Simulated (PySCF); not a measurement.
# C6H13PSe: what the fields show

```xyz
21

C     2.5582    2.1128   -0.8378
C     1.7234    1.0755   -0.8972
P     0.6902    0.5967    0.5175
C     1.0066   -1.1911    0.6923
Se    1.0540    1.6955    2.2762
C    -1.0569    0.7525   -0.0878
C    -1.2996    0.1008   -1.4438
C    -2.0315    0.2649    0.9769
H     3.1819    2.3924   -1.6921
H     2.6340    2.7030    0.0839
H     1.6429    0.4644   -1.8041
H     0.8013   -1.7383   -0.2403
H     2.0614   -1.3169    0.9740
H     0.3786   -1.5826    1.5041
H    -1.1582    1.8480   -0.1837
H    -2.3452    0.2625   -1.7502
H    -1.1399   -0.9889   -1.4090
H    -0.6593    0.5197   -2.2332
H    -3.0627    0.5228    0.6894
H    -1.9860   -0.8300    1.0929
H    -1.8150    0.7269    1.9512
```

Geometry: PBE0-D3(BJ)/def2-SVP.

All numbers below come from PySCF, CAM-B3LYP/def2-SVPD, SCF density, gas phase.

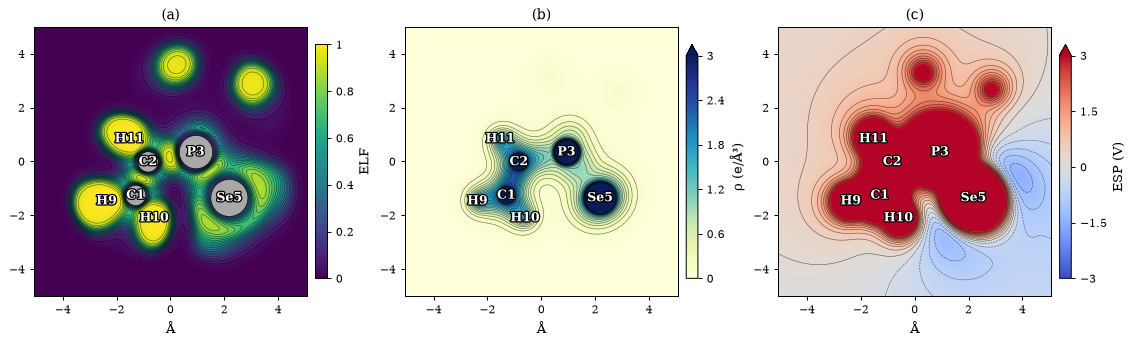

Figure 1. (a) electron localisation function; (b) total electron density; (c) molecular electrostatic potential on the plane of atoms C2, P3 and Se5. Grey discs cover the atomic cores in the ELF map.

Question: Describe what can be read from this map.

Answer:
- The plane passes through C, P, Se and H nuclei.
- C–C (1.33 Å): the density is about 2.3 e/Å³ at the midpoint; the ELF peaks at about 0.95 between the atoms: a short, multiple covalent bond.
- C–P (1.82 Å): ρ at the midpoint is about 1.2 e/Å³; the ELF peaks at about 0.95 between the atoms; a shared electron pair.
- P–Se (2.11 Å): ρ is about 0.95 e/Å³ halfway; the ELF peaks at about 0.90 between the atoms, as expected for a covalent bond.
- C–H (1.09 Å): the density is about 2 e/Å³ at the midpoint; the ELF climbs to about 1 towards the hydrogen, as it does in any bond to H: an ordinary covalent bond to hydrogen.
- The ELF also peaks beside Se5, away from the bonds: lone-pair regions.
- Outside the dense part of the molecule the potential is most negative (−1.5 V) near Se5.

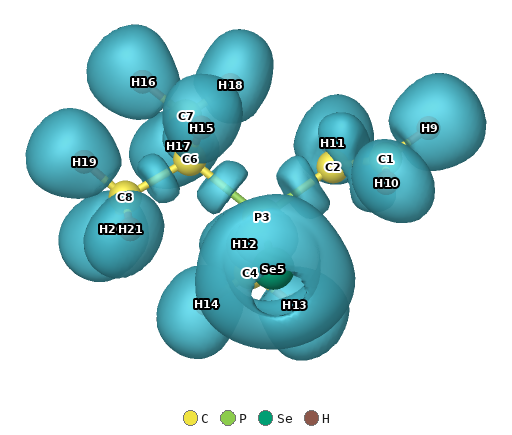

Figure 2. Isosurface of the electron localisation function at 0.75 (cyan), seen across its widest extent. Core shells and regions of very low density are left out.

Question: Describe the localisation domains.

Answer: The surface consists of three regions between bonded C–C atoms (shared pairs), three regions between bonded C–P atoms (shared pairs), one region between bonded P–Se atoms (shared pairs), 13 regions around hydrogen nuclei and one ring or bowl of non-bonding electrons around Se.

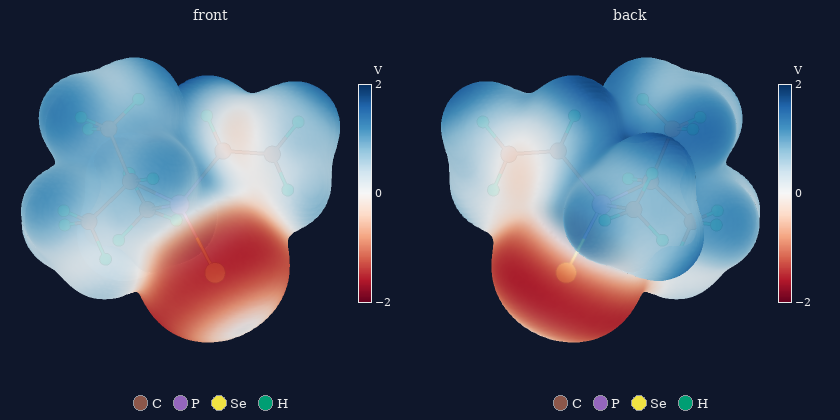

Figure 3. The electrostatic potential painted on the density surface at 0.004 e/bohr³, seen from the front and from behind; the colour scale runs from red (negative) to blue (positive).

Question: Describe the electrostatic potential map.

Answer: The most negative region (about −1.6 V, or −37 kcal/mol for a unit charge) lies over Se5, the most positive (about +1.7 V, or +39 kcal/mol for a unit charge) over the C, H and P atoms.
